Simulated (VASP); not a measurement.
Band structure of DyAs (space group R3m). These are PBE GGA, VASP's PBE PAW potentials (set 64) (plane waves; VASP) values and carry that method's errors.

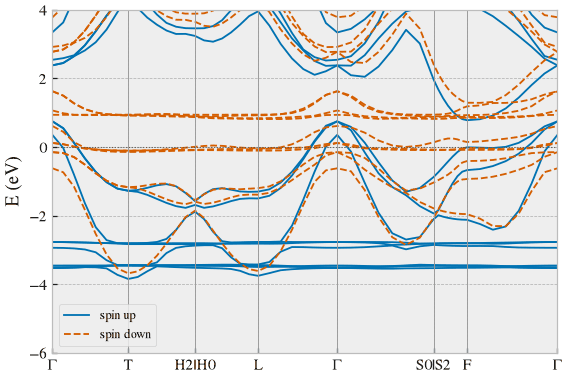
Figure: Bands along high-symmetry lines, zero at the valence-band maximum or, without a gap, the Fermi level

Problem. Read the plot: is there a gap, and where are the band edges?

Solution. It has no gap at this level: it comes out as a metal or semimetal.

The structure was generated: DyAs was put into an ordered model structure, which need not be its known phase. The cell was not relaxed at this level. The k-mesh is coarse (spacing up to 0.31 per Å, 2π included), so the numbers may not be converged in it.
